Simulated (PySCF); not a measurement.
Consider CH$_{5}$B$_{3}$O$_{4}$ (SMILES COB1OBOBO1).

Input file:

```
{"job": {"kind": "nmr", "xc": "PBE0", "basis": "pcSseg-1"}, "charge": 0, "multiplicity": 1}
C      2.464924     0.139505     0.087221
O      1.435241     0.153815    -0.883154
B      0.135875     0.046347    -0.575294
O     -0.779540     0.074945    -1.598586
B     -2.101919    -0.035512    -1.333038
O     -2.534172    -0.172986    -0.047281
B     -1.639542    -0.202145     0.976779
O     -0.311922    -0.096792     0.727640
H      3.258846    -0.511461    -0.281963
H      2.098609    -0.222091     1.049043
H      2.853330     1.153557     0.204447
H     -2.874361    -0.010487    -2.209968
H     -2.009758    -0.316209     2.080508
```

Command:

```sh
OMP_NUM_THREADS=1 python probes_run.py task.json out
```

Geometry: GFN2-xTB.

The calculation used PBE0/pcSseg-1, SCF density, gas phase, non-relativistic (PySCF).

> What can the converged electron density and electron localisation function tell about the bonding?

B–O (1.34 Å): the density is about 2.2 e/Å³ at the midpoint; the ELF peaks at about 0.90 between the atoms; a polar covalent bond.
C–O (1.41 Å): the density is about 2 e/Å³ at the midpoint, with its minimum of 1.7 e/Å³ about 0.5 Å from C; the ELF peaks at about 0.90 between the atoms; a shared but strongly polarised pair.
B–O (1.39 Å): ρ is about 2 e/Å³ halfway; the ELF peaks at about 0.90 between the atoms (a shared but strongly polarised pair).
B–H (1.17 Å): ρ at the midpoint is about 1.4 e/Å³; the ELF climbs to about 1 towards the hydrogen, as it does in any bond to H; an ordinary covalent bond to hydrogen.

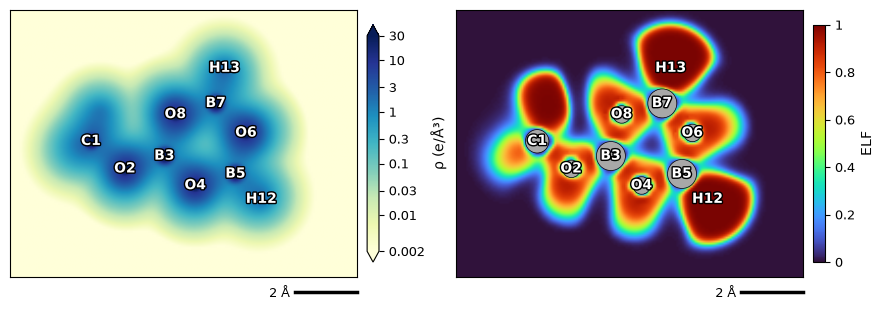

Computed electron density and electron localisation function on the plane of atoms O4, B3 and O8, in this order. Grey discs cover the atomic cores in the ELF map. 
